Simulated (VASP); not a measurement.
# MgBe with rev-vdW-DF2: from relaxation to properties

What structure does MgBe take at this level, and what are its properties? The steps: relaxing cell and atoms (rev-vdW-DF2), second relaxation, density, ELF and potential (rev-vdW-DF2), band structure (rev-vdW-DF2), density of states (rev-vdW-DF2), core-level energies (rev-vdW-DF2) and band structure (rev-vdW-DF2), changed input. The cell is generated by rule, not measured, and may not be a known phase.

Main program and level: VASP 6.6.1; rev-vdW-DF2; plane waves and PAW (Mg, Be); invented cell.

## 1. Set-up

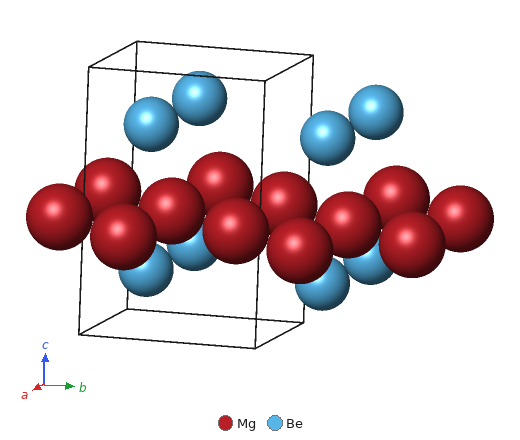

The cell as given, slightly off an axis (magnesium red, beryllium blue). 2×2×1 cells are drawn. Some periodic images of atoms are drawn too.

## 2. Relaxing cell and atoms (rev-vdW-DF2)

Properties are meant for the cell that this level of theory prefers, so cell and atoms are relaxed first (ISIF = 3) until forces and stress are small; EDIFFG sets the threshold. rev-vdW-DF2 revises the exchange of vdW-DF2 for solids. LUSE_VDW switches on a nonlocal correlation term for dispersion.

INCAR reads:

```
SYSTEM = MgBe
PREC = Accurate
ENCUT = 400
EDIFF = 1E-06
NELM = 100
ISMEAR = 1
SIGMA = 0.2
LREAL = .FALSE.
ALGO = Normal
GGA = MK
AGGAC = 0
LUSE_VDW = .TRUE.
PARAM1 = 0.1234
PARAM2 = 0.711357
ZAB_VDW = -1.8867
LASPH = .TRUE.
LORBIT = 11
LWAVE = .FALSE.
LCHARG = .FALSE.
KPAR = 2
IBRION = 2
NSW = 60
ISIF = 3
EDIFFG = -0.01
```

POSCAR reads:

```
MgBe
1.0
    3.2938930500      0.0000000000      0.0000000000
    0.0000000000      3.2938930500      0.0000000000
    0.0000000000      0.0000000000      4.8800825400
Mg Be
2 2
Direct
    0.5000000000      0.0000000000      0.4884392100
    0.0000000000      0.5000000000      0.4884392100
    0.5000000000      0.5000000000      0.8606379600
    0.5000000000      0.5000000000      0.3190530700
```

KPOINTS reads:

```
Automatic mesh
0
Gamma
8 8 6
0 0 0
```

The projector-augmented-wave data sets are Mg and Be (PBE family, release 64).

Launch:

```bash
$ mpirun -np 2 vasp_std
```

The log of the run:

```text
[banner, memory and clock lines left out]
running    2 mpi-ranks, on    1 nodes
 distrk:  each k-point on    1 cores,    2 groups
 distr:  one band on    1 cores,    1 groups

 POSCAR found type information on POSCAR MgBe
 POSCAR found :  2 types and       4 ions
|                                                                             |
|               ----> ADVICE to this user running VASP <----                  |
|                                                                             |
|     You have switched on vdW-DFT.                                           |
|     This routine was written and supplied by Jiri Klimes. We recommend      |
|     that you carefully read and cite the following publications:            |
|       J. Klimes, D.R. Bowler, A. Michelides                                 |
|          J. Phys.: Cond Matt. 22 022201 (2010)                              |
|       J. Klimes, D.R. Bowler, A. Michelides                                 |
|          Phys. Rev. B. 83, 195131 (2011)                                    |
|     and references therein.                                                 |
|                                                                             |

|                                                                             |
|               ----> ADVICE to this user running VASP <----                  |
|                                                                             |
|     You enforced a specific xc type in the INCAR file but a different       |
|     [... a line on the potential file left out ...]
|     I HOPE YOU KNOW WHAT YOU ARE DOING!                                     |
|                                                                             |

 LDA part: xc-table for (Slater+PW92), standard interpolation
 POSCAR, INCAR and KPOINTS ok, starting setup
 FFT: planning ... GRIDC
 FFT: planning ... GRID_SOFT
 FFT: planning ... GRID
 WAVECAR not read
 entering main loop
       N       E                     dE             d eps       ncg     rms          rms(c)
DAV:   1     0.173029878423E+02    0.17303E+02   -0.26931E+03   960   0.631E+02
DAV:   2     0.326254178457E+01   -0.14040E+02   -0.13779E+02  1528   0.777E+01
DAV:   3     0.298392884601E+01   -0.27861E+00   -0.27524E+00  1232   0.132E+01
DAV:   4     0.298261531057E+01   -0.13135E-02   -0.13135E-02  1472   0.908E-01
DAV:   5     0.298261242907E+01   -0.28815E-05   -0.28816E-05  1328   0.355E-02    0.549E+00
DAV:   6     0.475646373305E+01    0.17739E+01   -0.11522E+01  1272   0.142E+01    0.152E+00
DAV:   7     0.487542908780E+01    0.11897E+00   -0.49913E-01  1064   0.432E+00    0.837E-01
DAV:   8     0.491515130157E+01    0.39722E-01   -0.10712E-01  1208   0.199E+00    0.258E-01
DAV:   9     0.491686411509E+01    0.17128E-02   -0.97341E-03  1008   0.683E-01    0.778E-02
DAV:  10     0.491697040959E+01    0.10629E-03   -0.98240E-04  1312   0.183E-01    0.164E-02
DAV:  11     0.491696360606E+01   -0.68035E-05   -0.77114E-05  1136   0.613E-02    0.645E-03
DAV:  12     0.491696464112E+01    0.10351E-05   -0.43621E-06  1160   0.133E-02    0.325E-03
DAV:  13     0.491696512203E+01    0.48091E-06   -0.18898E-06   656   0.864E-03
   1 F= 0.49169651E+01 E0= 0.49165715E+01  d E =0.491697E+01
 curvature:   0.00 expect dE= 0.000E+00 dE for cont linesearch  0.000E+00
 trial: gam= 0.00000 g(F)=  0.603E+01 g(S)=  0.199E+02 ort = 0.000E+00 (trialstep = 0.100E+01)
 search vector abs. value=  0.260E+02
 bond charge predicted
       N       E                     dE             d eps       ncg     rms          rms(c)
DAV:   1    -0.497956031875E+01   -0.98965E+01   -0.10933E+02   976   0.525E+01    0.503E+00
DAV:   2    -0.311265107446E+01    0.18669E+01   -0.77471E+00  1040   0.141E+01    0.220E+00
DAV:   3    -0.281127986834E+01    0.30137E+00   -0.20886E+00  1088   0.639E+00    0.702E-01
DAV:   4    -0.279317323555E+01    0.18107E-01   -0.30549E-01  1016   0.255E+00    0.475E-01
DAV:   5    -0.277907462186E+01    0.14099E-01   -0.67314E-02  1048   0.119E+00    0.119E-01
DAV:   6    -0.277929036053E+01   -0.21574E-03   -0.31948E-03  1096   0.381E-01    0.589E-02
DAV:   7    -0.277924962480E+01    0.40736E-04   -0.54290E-04  1192   0.968E-02    0.175E-02
DAV:   8    -0.277926696849E+01   -0.17344E-04   -0.55089E-05  1072   0.444E-02    0.398E-03
DAV:   9    -0.277926690291E+01    0.65579E-07   -0.45716E-06  1104   0.100E-02
   2 F= -.27792669E+01 E0= -.27788763E+01  d E =-.769623E+01
[... from here on, the cycles between the ionic steps are left out ...]
   3 F= -.29441010E+01 E0= -.29452815E+01  d E =-.786107E+01
   4 F= -.29609655E+01 E0= -.29617668E+01  d E =-.787793E+01
   5 F= -.29640406E+01 E0= -.29649492E+01  d E =-.788101E+01
   6 F= -.31600108E+01 E0= -.31595967E+01  d E =-.195970E+00
   7 F= -.32614252E+01 E0= -.32612042E+01  d E =-.297385E+00
   8 F= -.33451405E+01 E0= -.33447552E+01  d E =-.381100E+00
   9 F= -.35072285E+01 E0= -.35074838E+01  d E =-.162088E+00
  10 F= -.40550318E+01 E0= -.40549112E+01  d E =-.709891E+00
  11 F= -.38554594E+01 E0= -.38551299E+01  d E =-.510319E+00
  12 F= -.42922566E+01 E0= -.42919915E+01  d E =-.947116E+00
  13 F= -.43775625E+01 E0= -.43767906E+01  d E =-.103242E+01
  14 F= -.43980598E+01 E0= -.43972282E+01  d E =-.105292E+01
  15 F= -.44036270E+01 E0= -.44027933E+01  d E =-.105849E+01
  16 F= -.45483769E+01 E0= -.45472669E+01  d E =-.144750E+00
  17 F= -.48712026E+01 E0= -.48704697E+01  d E =-.467576E+00
  18 F= -.38378661E+01 E0= -.38359291E+01  d E =0.565761E+00
  19 F= -.48762409E+01 E0= -.48752967E+01  d E =-.472614E+00
  20 F= -.48609397E+01 E0= -.48596318E+01  d E =-.457313E+00
  21 F= -.48967383E+01 E0= -.48958485E+01  d E =-.493111E+00
  22 F= -.48969391E+01 E0= -.48960005E+01  d E =-.493312E+00
  23 F= -.49099664E+01 E0= -.49090868E+01  d E =-.130273E-01
  24 F= -.49127632E+01 E0= -.49118345E+01  d E =-.158240E-01
  25 F= -.49175539E+01 E0= -.49167049E+01  d E =-.479072E-02
  26 F= -.49184845E+01 E0= -.49176939E+01  d E =-.572132E-02
  27 F= -.49184884E+01 E0= -.49176946E+01  d E =-.572520E-02
  28 F= -.49184865E+01 E0= -.49176901E+01  d E =-.572337E-02
 curvature:  -0.86 expect dE=-0.397E-04 dE for cont linesearch -0.183E-05
 ZBRENT: accuracy reached
 trial: gam=-0.01136 g(F)=  0.951E-05 g(S)=  0.364E-04 ort = 0.130E-03 (trialstep = 0.968E+00)
 search vector abs. value=  0.440E-04
 bond charge predicted
       N       E                     dE             d eps       ncg     rms          rms(c)
DAV:   1    -0.491852292907E+01   -0.36253E-04   -0.45897E-04  1088   0.120E-01    0.151E-02
DAV:   2    -0.491851020098E+01    0.12728E-04   -0.43392E-05  1136   0.300E-02    0.330E-03
DAV:   3    -0.491850972483E+01    0.47615E-06   -0.25353E-06   920   0.846E-03
  29 F= -.49185097E+01 E0= -.49176970E+01  d E =-.232045E-04
 trial-energy change:   -0.000023  1 .order   -0.000023   -0.000043   -0.000004
 step:   1.0629(harm=  1.0629)  dis= 0.00054  next Energy=    -4.918510 (dE=-0.236E-04)
 reached required accuracy - stopping structural energy minimisation
```

It took 6.4 min on 2 MPI ranks of Intel Xeon 6975P-C (Granite Rapids), shared host; peak memory 0.59 GiB.

The logs omit lines about the potential files and the build; timing stands in the text.

Parts of OUTCAR (step 2):

```text
ion  position               nearest neighbor table
   1  0.500  0.000  0.488-   4 1.84   4 1.84   2 2.33   2 2.33   2 2.33   2 2.33   3 2.45   3 2.45

  LATTYP: Found a simple tetragonal cell.
 ALAT       =     3.2938930500
 C/A-ratio  =     1.4815546425

 Subroutine GETGRP returns: Found  8 space group operations
 (whereof  8 operations were pure point group operations)

The static configuration has the point symmetry C_4v.

 Found     60 irreducible k-points:

   k-points           NKPTS =     60   k-points in BZ     NKDIM =     60   number of bands    NBANDS=      8

   dimension x,y,z NGX =    24 NGY =   24 NGZ =   32
   dimension x,y,z NGXF=    48 NGYF=   48 NGZF=   64

   ENCUT  =  400.0 eV  29.40 Ry    5.42 a.u.   5.37  5.37  7.96*2*pi/ulx,y,z

   NELECT =       8.0000    total number of electrons

 k-points in reciprocal lattice and weights: Automatic mesh
   0.00000000  0.00000000  0.00000000       0.003
   0.12500000  0.00000000  0.00000000       0.010
   0.25000000  0.00000000  0.00000000       0.010
   0.37500000  0.00000000  0.00000000       0.010
   0.50000000  0.00000000  0.00000000       0.005
   0.12500000  0.12500000  0.00000000       0.010
   0.25000000  0.12500000  0.00000000       0.021
   0.37500000  0.12500000  0.00000000       0.021
   0.50000000  0.12500000  0.00000000       0.010
[...]
0.50000000  0.37500000  0.50000000       0.010
   0.50000000  0.50000000  0.50000000       0.003

 average (electrostatic) potential at core
       1 -40.3336       2 -40.3336       3 -37.8958       4 -37.8624

 E-fermi :   1.2506

 k-point     1 :       0.0000    0.0000    0.0000
  band No.  band energies     occupation
      1      -5.2644      2.00000
      2       0.1010      2.00000
      3       0.1010      2.00000
      4       0.9146      2.03887
      5       2.1499     -0.00000
      6       2.8381     -0.00000
      7       4.2508     -0.00000
      8       7.4415      0.00000

 k-point     2 :       0.1250    0.0000    0.0000
  band No.  band energies     occupation
      1      -5.1814      2.00000
      2      -0.5163      2.00000
      3       0.1542      2.00000
      4       0.9659      2.06176
      5       2.4246     -0.00000
      6       3.3782     -0.00000
      7       4.3254     -0.00000
      8       6.3083      0.00000

 k-point     3 :       0.2500    0.0000    0.0000
  band No.  band energies     occupation
      1      -4.9440      2.00000
      2      -1.5013      2.00000
      3       0.2973      2.00000
      4       1.0401      2.05948
      5       2.7620     -0.00000
      6       4.5085     -0.00000
      7       4.5478     -0.00000
      8       5.2319     -0.00000

Total vdW correction in eV:      2.0652436

  Total        0.0104433      0.0104433      0.0040790      0.0000000     -0.0000000      0.0000000
  in kB        0.1910010      0.1910010      0.0746030      0.0000000     -0.0000000      0.0000000
  external PRESSURE =       0.1522017 kB  Pullay stress =       0.0000000 kB

  energy-cutoff  :      400.00
  volume of cell :       87.60
      direct lattice vectors                 reciprocal lattice vectors
     4.698405296  0.000000000  0.000000000     0.212838173  0.000000000  0.000000000
     0.000000000  4.698405296  0.000000000     0.000000000  0.212838173 -0.000000000
     0.000000000  0.000000000  3.968368927     0.000000000 -0.000000000  0.251992700

 POSITION                                       TOTAL-FORCE (eV/Angst)
 -----------------------------------------------------------------------------------
      2.34920      0.00000      2.12775         0.000000      0.000000      0.000067
      0.00000      2.34920      2.12775         0.000000      0.000000      0.000067
      2.34920      2.34920      3.13502         0.000000     -0.000000     -0.003530
      2.34920      2.34920      1.16754         0.000000      0.000000      0.003395
 -----------------------------------------------------------------------------------
    total drift:                                0.000000     -0.000000     -0.000004

  FREE ENERGIE OF THE ION-ELECTRON SYSTEM (eV)
  ---------------------------------------------------
  free  energy   TOTEN  =        -4.9185097248 eV

  energy  without entropy=       -4.9160716412  energy(sigma->0) =       -4.91769703

Total vdW correction in eV:      2.0652808

 reached required accuracy - stopping structural energy minimisation

 total charge
# of ion       s       p       d       tot
------------------------------------------
    1        0.219   0.121   0.013   0.352
    2        0.219   0.121   0.013   0.352
    3        0.464   0.642   0.000   1.106
    4        0.466   0.652   0.000   1.118
--------------------------------------------------
tot          1.368   1.536   0.025   2.928

[... 3 further parts left out ...]
```

The PAW data sets were made with PBE, which is usual practice but a small mismatch for other functionals. After so large a change of volume the plane waves of the start cell no longer fit, so the final stress carries a basis-set error. The run keeps the 8 symmetry operations of its start, so it cannot find a distortion of lower symmetry.

The steps of the relaxation (22 of 29):

| step | energy less that of the first step (eV) | largest force (eV/Å) | pressure (GPa) | volume (Å³) |
| --- | --- | --- | --- | --- |
| 1 | 0.0000 | 9.5697 | 63.99 | 52.95 |
| 2 | -7.6962 | 2.8059 | -1.02 | 103.10 |
| 4 | -7.8779 | 1.8667 | 1.00 | 93.71 |
| 5 | -7.8810 | 1.7737 | 1.30 | 92.75 |
| 6 | -8.0770 | 0.7845 | -0.17 | 95.69 |
| 8 | -8.2621 | 0.1142 | -2.48 | 105.10 |
| 9 | -8.4242 | 0.0965 | -2.72 | 105.30 |
| 10 | -8.9720 | 0.1084 | -3.26 | 105.56 |
| 12 | -9.2092 | 0.1666 | -3.42 | 105.46 |
| 13 | -9.2945 | 1.6014 | -2.85 | 105.00 |
| 14 | -9.3150 | 0.7266 | -3.25 | 105.26 |
| 16 | -9.4653 | 0.8730 | -2.78 | 101.46 |
| 17 | -9.7882 | 0.6175 | -0.76 | 90.63 |
| 18 | -8.7548 | 4.7735 | 11.09 | 70.83 |
| 20 | -9.7779 | 0.0431 | 2.73 | 81.75 |
| 21 | -9.8137 | 0.6414 | 1.11 | 85.54 |
| 22 | -9.8139 | 0.5784 | 1.30 | 85.03 |
| 24 | -9.8297 | 0.0531 | 0.82 | 85.63 |
| 25 | -9.8345 | 0.0140 | 0.34 | 86.79 |
| 26 | -9.8354 | 0.0119 | 0.01 | 87.64 |
| 28 | -9.8355 | 0.0100 | 0.04 | 87.55 |
| 29 | -9.8355 | 0.0035 | 0.02 | 87.60 |

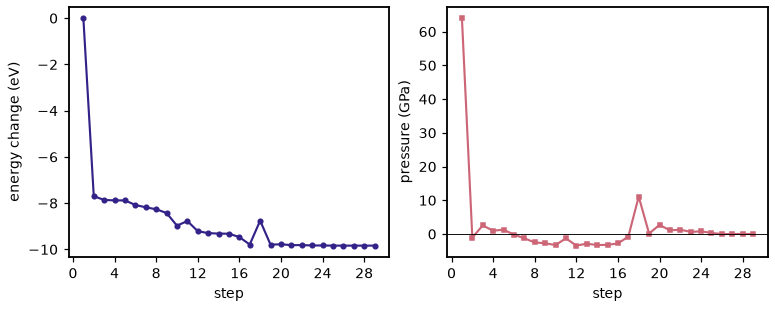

Energy and pressure along the relaxation.

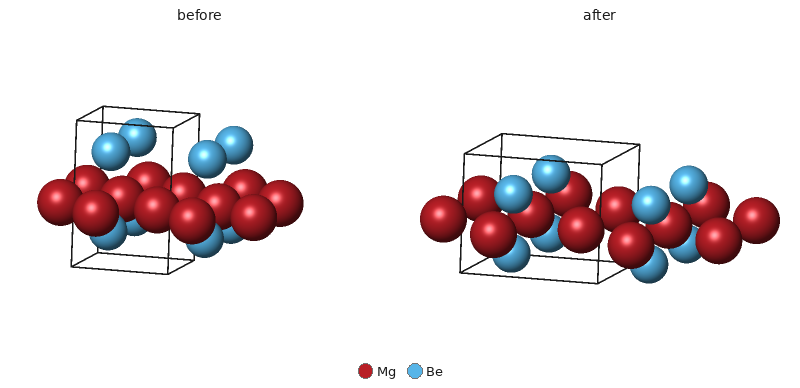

The structure before and after the relaxation, drawn at the same scale.

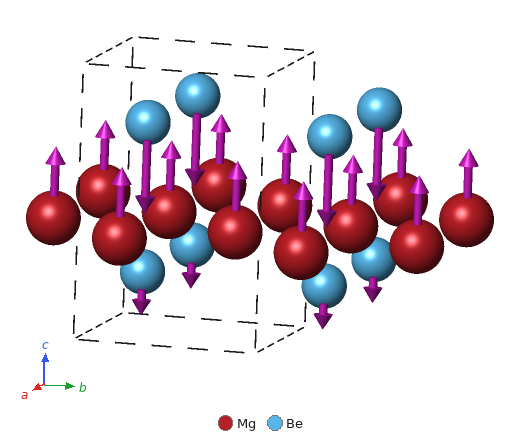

Displacements in the relaxation, exaggerated, measured against the changing cell; the longest in the cell stands for 0.28 Å. 2×2×1 cells are drawn. Some periodic images of atoms are drawn too.

```csv
cell as run,before,after,change
a (Å),3.294,4.698,+42.6 %
b (Å),3.294,4.698,+42.6 %
c (Å),4.880,3.968,-18.7 %
volume (Å³/atom),13.24,21.90,+65.5 %
```

The atoms that moved most (Å, as changes of fractional coordinates times the final cell):

| atom | dx | dy | dz | length |
| --- | --- | --- | --- | --- |
| Be3 | 0.000 | 0.000 | -0.280 | 0.280 |
| Mg1 | 0.000 | 0.000 | 0.189 | 0.189 |
| Mg2 | 0.000 | 0.000 | 0.189 | 0.189 |
| Be4 | 0.000 | 0.000 | -0.099 | 0.099 |

Final coordinates:

```cif
data_structure
_symmetry_space_group_name_H-M 'P 1'
_symmetry_Int_Tables_number 1
_cell_length_a 4.6984
_cell_length_b 4.6984
_cell_length_c 3.9684
_cell_angle_alpha 90.000
_cell_angle_beta 90.000
_cell_angle_gamma 90.000
_cell_volume 87.60
loop_
_atom_site_label
_atom_site_type_symbol
_atom_site_fract_x
_atom_site_fract_y
_atom_site_fract_z
_atom_site_occupancy
Mg1 Mg 0.50000 0.00000 0.53618 1
Mg2 Mg 0.00000 0.50000 0.53618 1
Be3 Be 0.50000 0.50000 0.79000 1
Be4 Be 0.50000 0.50000 0.29421 1
```

Numbers from this step:

* electrons: 8
* bands: 8
* irreducible k-points: 60
* symmetry operations: 8
* free energy (TOTEN): -4.919 eV
* energy at zero smearing: -4.918 eV
* Fermi energy: 1.251 eV
* pressure: 0.01522 GPa
* metallic: yes
* SCF cycles over all ionic steps: 191

It ends with a largest force of 0.004 eV/Å and a pressure of 0.02 GPa.

(Part 1 of 4 ends here.)

[Lines on the potential files, build, host, timing and source positions are cut from VASP's logs without a mark.]

[Logs are printed without paths, hosts, clocks, repeated set-up lines and the standing remarks that a program may print on its own settings, such as how far it seeks lower states.]

[Hosts, paths, dates, database ids (printed as entryN), source tags and the programs' standing remarks are cut or masked in the printed files.]

[A measured line is paired with the nearest computed mode of its activity, which favours agreement.]

[In band tables of VASP the shares of atoms and orbitals are scaled to a sum of 1 inside the atoms' spheres.]
